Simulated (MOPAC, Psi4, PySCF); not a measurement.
Two rigid molecules brought together: H2O ··· CH4O (SMILES O and CO). Monomers: optimised at B3LYP-D3(BJ) (def2-TZVP), held rigid. Orientation: lowest of the rigid-body minima from ten starts at GFN2-xTB. The monomers approach along the line of their centres of mass (distance R); nothing else relaxes.

Geometry at R = 3.13 Å (first 3 atoms: monomer A):
```
9

O     -0.0012     0.3896     0.0000
H     -0.7644    -0.1972     0.0000
H      0.7656    -0.1924     0.0000
C      3.3180    -0.7875    -0.5911
O      2.3076    -1.2877     0.2735
H      2.9093    -0.8126    -1.6002
H      3.5897     0.2473    -0.3547
H      4.2231    -1.4046    -0.5701
H      2.6408    -1.2775     1.1760
```

Levels: RHF/STO-3G = restricted Hartree-Fock/STO-3G, no counterpoise correction (PySCF); PBE-D3(BJ)/def2-TZVP, counterpoise-corrected (Psi4); RHF/6-31G* = restricted Hartree-Fock/6-31G*, spherical d, no counterpoise correction (PySCF 2.14.0); BLYP-D3(BJ)/def2-TZVP, counterpoise-corrected (Psi4); PM6, restricted, heats of formation (MOPAC).

Interaction energies in kcal/mol (negative: bound); R is the distance of the centres of mass, d the H3···O5 distance.

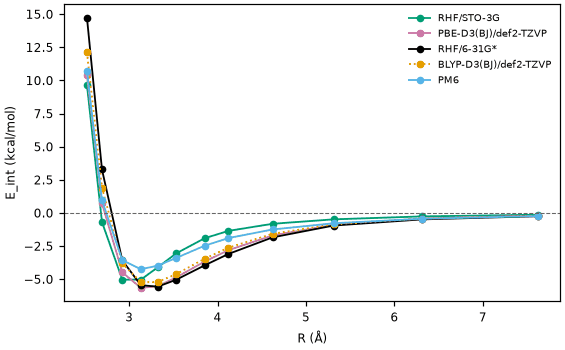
Interaction energy against separation.

```tsv
R / Å	d / Å	RHF/STO-3G	PBE-D3(BJ)/def2-TZVP	RHF/6-31G*	BLYP-D3(BJ)/def2-TZVP	PM6
2.52	1.33	9.67	10.38	14.75	12.13	10.72
2.69	1.49	-0.69	0.73	3.28	1.91	0.95
2.92	1.71	-5.04	-4.48	-3.59	-3.81	-3.57
3.13	1.91	-5.03	-5.66	-5.46	-5.24	-4.25
3.32	2.10	-4.11	-5.52	-5.57	-5.21	-3.98
3.53	2.30	-3.05	-4.86	-5.04	-4.62	-3.39
3.85	2.62	-1.91	-3.67	-3.96	-3.46	-2.48
4.12	2.88	-1.36	-2.81	-3.10	-2.62	-1.90
4.62	3.38	-0.82	-1.70	-1.84	-1.57	-1.25
5.31	4.06	-0.48	-0.90	-0.95	-0.86	-0.78
6.31	5.05	-0.26	-0.42	-0.49	-0.43	-0.44
7.62	6.36	-0.14	-0.21	-0.25	-0.21	-0.24
```

Lowest grid point: RHF/STO-3G -5.04 kcal/mol at R = 2.92 Å; PBE-D3(BJ)/def2-TZVP -5.66 kcal/mol at R = 3.13 Å; RHF/6-31G* -5.57 kcal/mol at R = 3.32 Å; BLYP-D3(BJ)/def2-TZVP -5.24 kcal/mol at R = 3.13 Å; PM6 -4.25 kcal/mol at R = 3.13 Å.
